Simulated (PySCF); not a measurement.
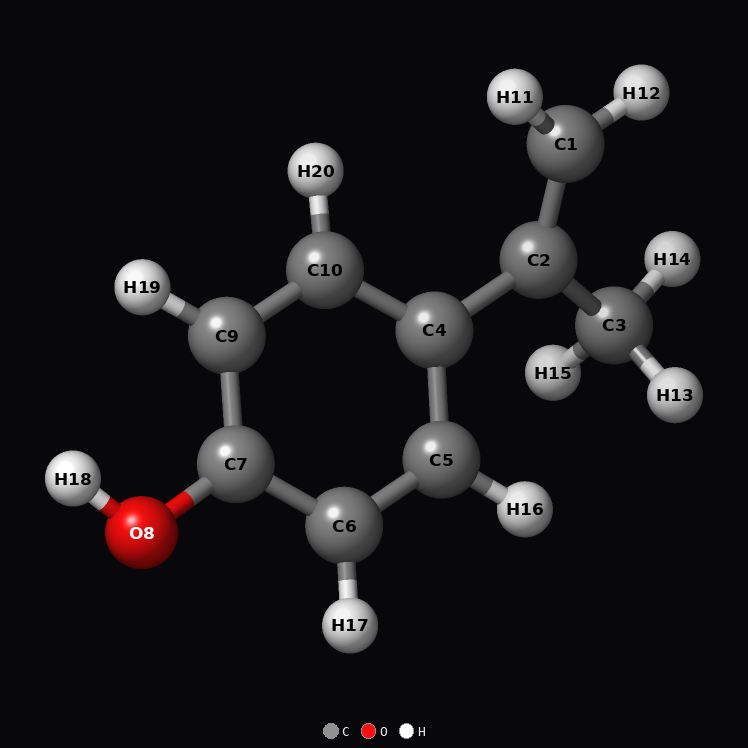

The computed structure is the end point of a GFN2-xTB optimisation. No frequency run is at hand to confirm it as a minimum. Electric field gradients from the ground-state density, PBE0/pcSseg-1 (PySCF 2.14.0), non-relativistic apart from any core potentials.

Give the largest field-gradient component, the quadrupole coupling constant and the asymmetry for 17O at O8 (Q = −25.6 mb), 2H at H11 (Q = 2.86 mb), 2H at H12 (Q = 2.86 mb), 2H at H13 (Q = 2.86 mb), 2H at H14 (Q = 2.86 mb).

```json
{"atom": "O8", "V_zz (a.u.)": "1.788", "e²qQ/h (MHz)": "−10.75", "η": "0.84"}
{"atom": "H11", "V_zz (a.u.)": "0.339", "e²qQ/h (MHz)": "0.228", "η": "0.06"}
{"atom": "H12", "V_zz (a.u.)": "0.338", "e²qQ/h (MHz)": "0.227", "η": "0.06"}
{"atom": "H13", "V_zz (a.u.)": "0.312", "e²qQ/h (MHz)": "0.209", "η": "0.02"}
{"atom": "H14", "V_zz (a.u.)": "0.316", "e²qQ/h (MHz)": "0.212", "η": "0.03"}
```
